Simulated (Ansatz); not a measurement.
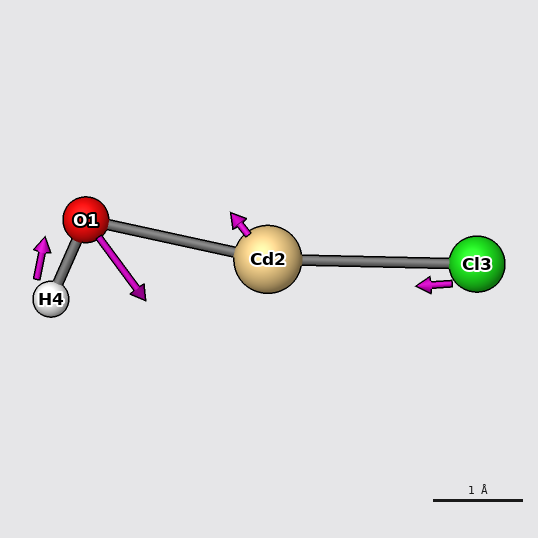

Arrows show the forces on the atoms, 0.4 Å of arrow for 1 eV/Å; forces under a tenth of the largest aren't drawn. Level of theory: PBE0-D4/def2-TZVPP (Ansatz 0.2.0).

> On which atom is the force largest, and how large is it?

On O1: 2.28 eV/Å.

List the force components in the frame of the picture (x right, y up, z towards the viewer), in eV/Å.

| atom | Fx | Fy | Fz |
| --- | --- | --- | --- |
| O1 | 1.35 | −1.83 | −0.20 |
| Cd2 | −0.53 | 0.67 | −0.11 |
| Cl3 | −1.07 | −0.07 | 0.10 |
| H4 | 0.24 | 1.24 | 0.21 |
